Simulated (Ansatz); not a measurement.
# BrH2InO (SMILES [OH][InH][Br]): energies and forces away from the minimum

How good are functionals off equilibrium? 4 randomly displaced structures are computed with CCSD(T) and cheaper methods.

Program: Ansatz 0.2.0, Gaussian basis. Level of theory: single points with forces in def2-TZVPP. These are calculated values, not measurements.

Levels: PBE-D4, r2SCAN-D4, PBE0-D4, wB97M-V, Hartree-Fock, MP2, CCSD, CCSD(T). Each coordinate is moved by a Gaussian draw of the width named (0.7 of it for atoms other than hydrogen): 0.06, 0.02, 0.04, 0.06 Å.

Cores are frozen in the correlated methods. Filled d shells of the heavier atoms are correlated. Core potentials replace the inner electrons past krypton, and spin-orbit coupling is left out.

10 further runs of the same task are left out: 10 set aside as unsound or not needed.

## (1) Starting geometry

SMILES `[OH][InH][Br]`, 5 atoms, charge 0, spin multiplicity 1.

Atoms are counted from 1 here; the program's logs count them from 0.

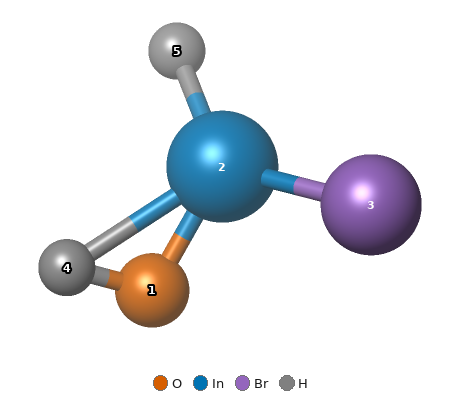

As it starts; oxygen orange, indium blue, bromine purple, hydrogen grey; atoms are numbered from 1 in the order of the file.

Coordinates:

```
O    -0.7863   -0.4605   -0.6523
In    0.3773    0.1032    0.1147
Br    1.2156   -1.4288    0.9918
H    -1.5438    0.0673   -0.2877
H     0.7870    1.6451   -0.2080
```

## (2) A first relaxation in a small basis

File pre/in.yaml:

```yaml
crystal:
  periodic: [false, false, false]
  atoms:
    - {symbol: O, position_ang: [-0.786300, -0.460500, -0.652300]}
    - {symbol: In, position_ang: [0.377300, 0.103200, 0.114700]}
    - {symbol: Br, position_ang: [1.215600, -1.428800, 0.991800]}
    - {symbol: H, position_ang: [-1.543800, 0.067300, -0.287700]}
    - {symbol: H, position_ang: [0.787000, 1.645100, -0.208000]}
basis:
  gaussian: {orbitals: def2-SVP}
hamiltonian: {xc: pbe, dispersion: d4}
relax: {f_tol: 0.03, max_steps: 250}
```

On the command line:

```
$ ansatz run in.yaml --threads 4 --pin off --events-out ev --progress --plain --max-ram 8704MiB
```

Log, cut to the lines that bear on the results:

```text
Functional definition: PBE
  name "PBE"
  cite "Perdew, Burke & Ernzerhof, Phys. Rev. Lett. 77, 3865 (1996) doi:10.1103/PhysRevLett.77.3865"
  parent pbe
[...]
920 factors; their error is unknown
[...]
mean field -77267.38363651 eV, -2839.5239749279 hartree, gradient 1.0e-5 eV, S^2 0.000000; 0 other end points of the search recorded, 0 dependent functions left out
[...]
reference -77267.38368143 eV, -2839.5239765788 hartree; 33, 33 occupied and 49, 49 virtual orbitals, 920 factors
relax step   1: F+E_penalty+E_count = -77267.49019084 eV  Δ(F+E_penalty+E_count) = +0.000e0 eV  max|allowed force component| = 3.057e1 eV/Å  Δτ_max = 0.0000 Å  (26 SCF iters, accepted)
[...]
reference -77278.28390274 eV, -2839.9245523234 hartree; 33, 33 occupied and 49, 49 virtual orbitals, 920 factors
Total energy: -77278.37374633 eV, -2839.9278540146 hartree
Atom 0 at    -1.344815    -0.560939    -0.432858 Å, force     0.016274    -0.014706     0.009738 eV/Å
Atom 1 at     0.442271     0.191175     0.119229 Å, force     0.005322     0.021189    -0.002902 eV/Å
Atom 2 at     1.782832    -1.635516     1.171674 Å, force     0.006261    -0.006037     0.004377 eV/Å
Atom 3 at    -1.888369     0.135493    -0.850416 Å, force    -0.008937     0.024254    -0.009468 eV/Å
Atom 4 at     1.057882     1.796088    -0.049129 Å, force    -0.018920    -0.024699    -0.001745 eV/Å
Dipole moment:    -0.152712     0.650358    -0.238810 e Å
```

Run time: 6 s. Hardware: 4 threads of Intel Xeon Platinum 8375C at 2.90GHz, shared host; peak memory 0.15 GiB.

The steps of the relaxation:

```
step  energy from step 1 (eV)  largest force component (eV/Å)
   1                   0.0000                         30.5725
   2                  -8.1486                          8.5906
   3                 -10.1387                          3.1660
   4                 -10.5127                          1.5666
   5                 -10.7575                          1.3387
   6                 -10.7932                          1.6488
   7                 -10.8817                          0.1815
   8                 -10.8835                          0.0247
```

Close pairs (by a distance rule), those that changed most:

```
   bond  before (Å)  after (Å)  change (Å)
 In2–H4       1.963      2.525      +0.562
In2–Br3       1.954      2.498      +0.544
 O1–In2       1.503      2.016      +0.513
 In2–H5       1.628      1.727      +0.099
  O1–H4       0.993      0.977      -0.015
```

## (3) Finding the minimum

File relax/in.yaml:

```yaml
crystal:
  periodic: [false, false, false]
  atoms:
    - {symbol: O, position_ang: [-1.344815, -0.560939, -0.432858]}
    - {symbol: In, position_ang: [0.442271, 0.191175, 0.119229]}
    - {symbol: Br, position_ang: [1.782832, -1.635516, 1.171674]}
    - {symbol: H, position_ang: [-1.888369, 0.135493, -0.850416]}
    - {symbol: H, position_ang: [1.057882, 1.796088, -0.049129]}
basis:
  gaussian: {orbitals: def2-TZVP}
hamiltonian: {xc: pbe0, dispersion: d4}
relax: {f_tol: 0.005, max_steps: 200}
```

On the command line:

```
$ ansatz run in.yaml --threads 4 --pin off --events-out ev --progress --plain --max-ram 8704MiB
```

Log, cut to the lines that bear on the results:

```text
Functional definition: PBE0
  name "PBE0"
  cite "Adamo & Barone, J. Chem. Phys. 110, 6158 (1999) doi:10.1063/1.478522"
[... 2 set-up lines as earlier in the session ...]
[...]
1133 factors; their error is unknown
[...]
mean field -77292.10875657 eV, -2840.4326063310 hartree, gradient 6.8e-5 eV, S^2 0.000000; 0 other end points of the search recorded, 0 dependent functions left out
[...]
Atom 1 at     0.448333     0.176566     0.125482 Å, force     0.000497     0.003825    -0.000511 eV/Å
Atom 2 at     1.760588    -1.621075     1.158883 Å, force    -0.000427     0.000064    -0.000316 eV/Å
Atom 3 at    -1.869932     0.132288    -0.840426 Å, force     0.000927    -0.001473     0.000635 eV/Å
Atom 4 at     1.019812     1.767681    -0.057751 Å, force    -0.000554    -0.003258     0.000530 eV/Å
Dipole moment:    -0.107940     0.671626    -0.224685 e Å
```

Run time: 9.5 s. Hardware: 4 threads of Intel Xeon Platinum 8375C at 2.90GHz, shared host; peak memory 0.36 GiB.

The steps of the relaxation:

```
step  energy from step 1 (eV)  largest force component (eV/Å)
   1                   0.0000                          0.9243
   2                  -0.0351                          0.2471
   3                  -0.0421                          0.0628
   4                  -0.0424                          0.0199
   5                  -0.0425                          0.0038
```

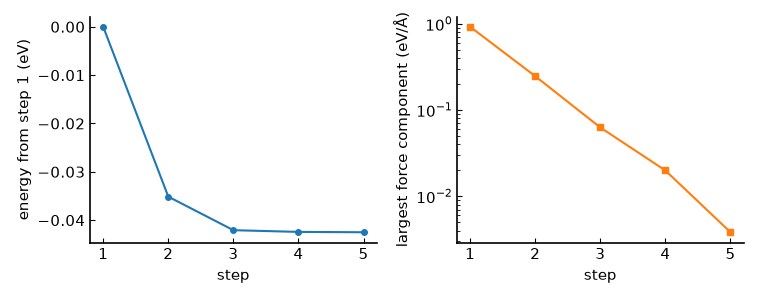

Energy and largest force along the relaxation.

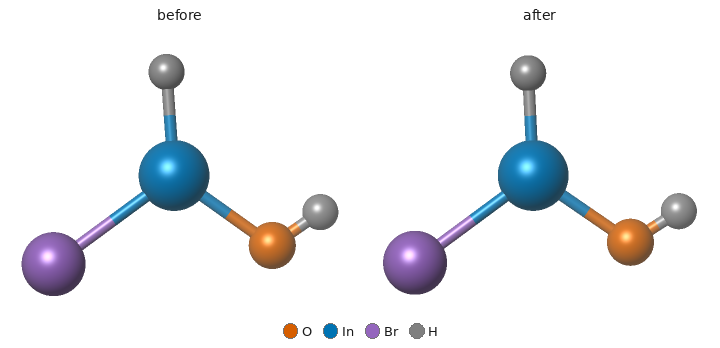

The geometry before (left) and after (right).

Distances of close pairs at the start and the end, largest changes first:

```
   bond  before (Å)  after (Å)  change (Å)
In2–Br3       2.498      2.454      -0.044
 O1–In2       2.016      1.973      -0.043
 In2–H5       1.727      1.701      -0.027
  O1–H4       0.977      0.960      -0.017
```

## (4) Reference energies at the minimum

File min-pbe-tzvpp/in.yaml:

```yaml
crystal:
  periodic: [false, false, false]
  atoms:
    - {symbol: O, position_ang: [-1.309001, -0.529158, -0.427687]}
    - {symbol: In, position_ang: [0.448333, 0.176566, 0.125482]}
    - {symbol: Br, position_ang: [1.760588, -1.621075, 1.158883]}
    - {symbol: H, position_ang: [-1.869932, 0.132288, -0.840426]}
    - {symbol: H, position_ang: [1.019812, 1.767681, -0.057751]}
basis:
  gaussian: {orbitals: def2-TZVPP}
hamiltonian: {xc: pbe, dispersion: d4}
```

min-r2scan-tzvpp/in.yaml differs from min-pbe-tzvpp/in.yaml so:

```diff
-hamiltonian: {xc: pbe, dispersion: d4}
+hamiltonian: {xc: r2scan, dispersion: d4}
```

min-pbe0-tzvpp/in.yaml:

```diff
-hamiltonian: {xc: pbe, dispersion: d4}
+hamiltonian: {xc: pbe0, dispersion: d4}
+output: {orbitals: {seedname: orbitals}}
```

min-b3lyp-tzvpp/in.yaml:

```diff
-hamiltonian: {xc: pbe, dispersion: d4}
+hamiltonian: {xc: {name: B3LYP}, dispersion: d4}
```

min-wb97mv-tzvpp/in.yaml:

```diff
-hamiltonian: {xc: pbe, dispersion: d4}
+hamiltonian: {xc: {name: wB97M-V}}
```

min-ccsdt-tzvpp/in.yaml:

```diff
-hamiltonian: {xc: pbe, dispersion: d4}
+correlation: {method: ccsd_t}
```

The same command starts each run, in its folder.

On the command line:

```
$ ansatz run in.yaml --threads 4 --pin off --events-out ev --progress --plain --max-ram 8704MiB
```

min-pbe-tzvpp printed, cut to the lines that bear on the results:

```text
[... 4 set-up lines as earlier in the session ...]
[...]
1033 factors; their error is unknown
[...]
mean field -77289.83740743 eV, -2840.3491357897 hartree, gradient 6.0e-5 eV, S^2 0.000000; 0 other end points of the search recorded, 0 dependent functions left out
reference -77289.83745742 eV, -2840.3491376268 hartree; 33, 33 occupied and 124, 124 virtual orbitals, 1033 factors
Total energy: -77289.92852813 eV, -2840.3524844135 hartree
```

Log of min-r2scan-tzvpp, cut to the lines that bear on the results:

```text
Functional definition: r2SCAN
  name "r2SCAN"
  cite "Furness, Kaplan, Ning, Perdew & Sun, J. Phys. Chem. Lett. 11, 8208 (2020) doi:10.1021/acs.jpclett.0c02405"
  cite "Furness, Kaplan, Ning, Perdew & Sun, J. Phys. Chem. Lett. 11, 9248 (2020) doi:10.1021/acs.jpclett.0c03077"
  parent r2scan
[...]
1033 factors; their error is unknown
[...]
mean field -77303.08762271 eV, -2840.8360722200 hartree, gradient 4.0e-5 eV, S^2 0.000000; 0 other end points of the search recorded, 0 dependent functions left out
reference -77303.08763719 eV, -2840.8360727521 hartree; 33, 33 occupied and 124, 124 virtual orbitals, 1033 factors
Total energy: -77303.10758009 eV, -2840.8368056401 hartree
```

min-pbe0-tzvpp printed, cut to the lines that bear on the results:

```text
[... 5 set-up lines as earlier in the session ...]
[...]
1163 factors; their error is unknown
[...]
mean field -77292.20219684 eV, -2840.4360401974 hartree, gradient 4.7e-5 eV, S^2 0.000000; 0 other end points of the search recorded, 0 dependent functions left out
reference -77292.20223185 eV, -2840.4360414842 hartree; 33, 33 occupied and 124, 124 virtual orbitals, 1163 factors
Total energy: -77292.28035617 eV, -2840.4389124999 hartree
```

Output in min-b3lyp-tzvpp, cut to the lines that bear on the results:

```text
Functional definition: B3LYP
  name "B3LYP"
  cite "Stephens, Devlin, Chabalowski & Frisch, J. Phys. Chem. 98, 11623 (1994) doi:10.1021/j100096a001"
  cite "Becke, Phys. Rev. A 38, 3098 (1988) doi:10.1103/PhysRevA.38.3098"
  cite "Lee, Yang & Parr, Phys. Rev. B 37, 785 (1988) doi:10.1103/PhysRevB.37.785"
  cite "Vosko, Wilk & Nusair, Can. J. Phys. 58, 1200 (1980) doi:10.1139/p80-159"
[...]
1147 factors; their error is unknown
[...]
mean field -77305.17085299 eV, -2840.9126295205 hartree, gradient 5.1e-5 eV, S^2 0.000000; 0 other end points of the search recorded, 0 dependent functions left out
reference -77305.17110569 eV, -2840.9126388070 hartree; 33, 33 occupied and 124, 124 virtual orbitals, 1147 factors
Total energy: -77305.32063242 eV, -2840.9181338131 hartree
```

Output in min-wb97mv-tzvpp, cut to the lines that bear on the results:

```text
Functional definition: wB97M-V
  name "wB97M-V"
  cite "Mardirossian & Head-Gordon, J. Chem. Phys. 144, 214110 (2016) doi:10.1063/1.4952647"
  cite "Becke, J. Chem. Phys. 107, 8554 (1997) doi:10.1063/1.475007"
  cite "Vydrov & Van Voorhis, J. Chem. Phys. 133, 244103 (2010) doi:10.1063/1.3521275"
  # Of w^i u^j: cxij and so on, Table III.
[...]
  gx(w, u) = 1 - cx + cx01*u + cx10*w
[...]
      + integral(e_c_pw_mod_opposite_spin*gos(b97_w_opposite, b97_u_opposite)) + vv10(b, c)
1101 factors; their error is unknown
204 factors; integrals over basis functions are off by at most 4.1e-5 eV
[...]
mean field -77296.52299415 eV, -2840.5948265698 hartree, gradient 2.8e-5 eV, S^2 0.000000; 0 other end points of the search recorded, 0 dependent functions left out
reference -77296.52305185 eV, -2840.5948286905 hartree; 33, 33 occupied and 124, 124 virtual orbitals, 1101 factors
Total energy: -77296.52305185 eV, -2840.5948286905 hartree
```

min-ccsdt-tzvpp printed, cut to the lines that bear on the results:

```text
Functional definition: HF
  name "HF"
  cite "Fock, Z. Phys. 61, 126 (1930) doi:10.1007/BF01340294"
[... 1 set-up line as earlier in the session ...]
[...]
1169 factors; integrals over basis functions are off by at most 5.4e-4 eV
[...]
mean field -77219.30036093 eV, -2837.7569471426 hartree, gradient 4.2e-6 eV, S^2 0.000000; 0 other end points of the search recorded, 0 dependent functions left out
14 core orbitals not correlated: weight in the atoms' cores, before any rotation towards them, 1.000 or more for the frozen orbitals, at most 0.000 for the correlated occupied ones
reference -77219.30036093 eV, -2837.7569471426 hartree; 19, 19 occupied and 124, 124 virtual orbitals, 1169 factors
second order -21.85119385 eV of doubles, -0.00000000 eV of singles
cycle   1  -21.34536444 eV  change    5.1e-1 eV  update   1.1e-1
[...]
cycle  10  -21.95086606 eV  change   -1.9e-5 eV  update   1.7e-5
perturbative correction -0.73346842 eV, -0.0269544672 hartree
Total energy: -77241.98469541 eV, -2838.5905810588 hartree
```

Wall times: 0.95 s (min-pbe-tzvpp), 1.6 s (min-r2scan-tzvpp), 1.4 s (min-pbe0-tzvpp), 1.6 s (min-b3lyp-tzvpp), 3.9 s (min-wb97mv-tzvpp), 23 s (min-ccsdt-tzvpp) on 4 threads of Intel Xeon Platinum 8375C at 2.90GHz, shared host; peak memory 1.3 GiB.

## (5) Structure 1, width 0.06 Å

File pbe-tzvpp/in.yaml:

```yaml
crystal:
  periodic: [false, false, false]
  atoms:
    - {symbol: O, position_ang: [-1.317348, -0.443665, -0.433484]}
    - {symbol: In, position_ang: [0.492908, 0.245097, 0.083261]}
    - {symbol: Br, position_ang: [1.733475, -1.661888, 1.162144]}
    - {symbol: H, position_ang: [-1.907742, 0.098241, -0.947783]}
    - {symbol: H, position_ang: [0.988612, 1.847186, -0.103009]}
basis:
  gaussian: {orbitals: def2-TZVPP}
hamiltonian: {xc: pbe, dispersion: d4}
output: {forces: true}
```

r2scan-tzvpp/in.yaml, as changes to pbe-tzvpp/in.yaml:

```diff
-hamiltonian: {xc: pbe, dispersion: d4}
+hamiltonian: {xc: r2scan, dispersion: d4}
```

pbe0-tzvpp/in.yaml:

```diff
-hamiltonian: {xc: pbe, dispersion: d4}
-output: {forces: true}
+hamiltonian: {xc: pbe0, dispersion: d4}
+output: {forces: true, orbitals: {seedname: orbitals}}
```

wb97mv-tzvpp/in.yaml:

```diff
-hamiltonian: {xc: pbe, dispersion: d4}
+hamiltonian: {xc: {name: wB97M-V}}
```

ccsdt-tzvpp/in.yaml:

```diff
-hamiltonian: {xc: pbe, dispersion: d4}
+correlation: {method: ccsd_t}
```

The same command starts each run, in its folder.

On the command line:

```
$ ansatz run in.yaml --threads 4 --pin off --events-out ev --progress --plain --max-ram 8704MiB
```

pbe-tzvpp printed, cut to the lines that bear on the results:

```text
[... 4 set-up lines as earlier in the session ...]
[...]
1033 factors; their error is unknown
[...]
mean field -77289.79383336 eV, -2840.3475344722 hartree, gradient 4.5e-5 eV, S^2 0.000000; 0 other end points of the search recorded, 0 dependent functions left out
[...]
Atom 1 at     0.492908     0.245097     0.083261 Å, force    -0.256905    -0.544654     0.113992 eV/Å
Atom 2 at     1.733475    -1.661888     1.162144 Å, force    -0.218587     0.387939    -0.215169 eV/Å
Atom 3 at    -1.907742     0.098241    -0.947783 Å, force    -0.332649     0.724607    -0.438216 eV/Å
Atom 4 at     0.988612     1.847186    -0.103009 Å, force     0.200045     0.259147    -0.022974 eV/Å
Dipole moment:    -0.066566     0.636720    -0.266530 e Å
```

Log of r2scan-tzvpp, cut to the lines that bear on the results:

```text
[... 5 set-up lines as earlier in the session ...]
[...]
1033 factors; their error is unknown
[...]
Atom 1 at     0.492908     0.245097     0.083261 Å, force    -0.442242    -0.669089     0.097326 eV/Å
Atom 2 at     1.733475    -1.661888     1.162144 Å, force    -0.330238     0.558636    -0.313960 eV/Å
Atom 3 at    -1.907742     0.098241    -0.947783 Å, force    -0.070322     0.459004    -0.199551 eV/Å
Atom 4 at     0.988612     1.847186    -0.103009 Å, force     0.147184     0.075756    -0.002957 eV/Å
Dipole moment:    -0.061425     0.674934    -0.278281 e Å
```

Log of pbe0-tzvpp, cut to the lines that bear on the results:

```text
[... 5 set-up lines as earlier in the session ...]
[...]
1163 factors; their error is unknown
[...]
mean field -77292.13732346 eV, -2840.4336561449 hartree, gradient 7.2e-5 eV, S^2 0.000000; 0 other end points of the search recorded, 0 dependent functions left out
[...]
Atom 1 at     0.492908     0.245097     0.083261 Å, force    -0.528631    -0.799038     0.109354 eV/Å
Atom 2 at     1.733475    -1.661888     1.162144 Å, force    -0.334493     0.596935    -0.329718 eV/Å
Atom 3 at    -1.907742     0.098241    -0.947783 Å, force     0.013071     0.352789    -0.115051 eV/Å
Atom 4 at     0.988612     1.847186    -0.103009 Å, force     0.151974     0.100706    -0.010133 eV/Å
Dipole moment:    -0.045587     0.686099    -0.277674 e Å
```

wb97mv-tzvpp printed, cut to the lines that bear on the results:

```text
[... 5 set-up lines as earlier in the session ...]
  # Of w^i u^j: cxij and so on, Table III.
[...]
  gx(w, u) = 1 - cx + cx01*u + cx10*w
[...]
Atom 1 at     0.492908     0.245097     0.083261 Å, force    -0.463562    -0.769905     0.142254 eV/Å
Atom 2 at     1.733475    -1.661888     1.162144 Å, force    -0.373628     0.659915    -0.365654 eV/Å
Atom 3 at    -1.907742     0.098241    -0.947783 Å, force    -0.037247     0.350999    -0.135163 eV/Å
Atom 4 at     0.988612     1.847186    -0.103009 Å, force     0.117366    -0.012042     0.000198 eV/Å
Dipole moment:    -0.043877     0.700616    -0.283061 e Å
```

Log of ccsdt-tzvpp, cut to the lines that bear on the results:

```text
[... 4 set-up lines as earlier in the session ...]
[...]
1168 factors; integrals over basis functions are off by at most 6.0e-4 eV
[...]
mean field -77219.26985225 eV, -2837.7558259690 hartree, gradient 4.9e-6 eV, S^2 0.000000; 0 other end points of the search recorded, 0 dependent functions left out
[...]
Atom 1 at     0.492908     0.245097     0.083261 Å, force    -0.489805    -0.802792     0.130735 eV/Å
Atom 2 at     1.733475    -1.661888     1.162144 Å, force    -0.367594     0.651201    -0.359785 eV/Å
Atom 3 at    -1.907742     0.098241    -0.947783 Å, force    -0.027302     0.425519    -0.163794 eV/Å
Atom 4 at     0.988612     1.847186    -0.103009 Å, force     0.135684     0.053894    -0.007149 eV/Å
Dipole moment:    -0.040698     0.681326    -0.275294 e Å
```

Wall times: 1.1 s (pbe-tzvpp), 2.1 s (r2scan-tzvpp), 2.3 s (pbe0-tzvpp), 4.4 s (wb97mv-tzvpp), 2.8 min (ccsdt-tzvpp) on 4 threads of Intel Xeon Platinum 8375C at 2.90GHz, shared host; peak memory 2.3 GiB.

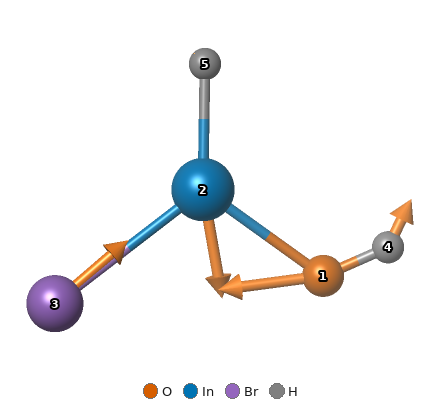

Forces at CCSD(T); the longest arrow is 0.95 eV/Å.

```
   method  RMS force component (eV/Å)  RMS error against CCSD(T) (eV/Å)  angle to CCSD(T) forces (°)  dipole (D)
   PBE-D4                       0.442                             0.236                         31.6        3.33
r2SCAN-D4                       0.391                             0.058                          7.1        3.52
  PBE0-D4                       0.396                             0.045                          5.3        3.56
  wB97M-V                       0.404                             0.041                          5.2        3.64
  CCSD(T)                       0.420                         reference                    reference        3.54
```

(Part 1 of 2 ends here.)
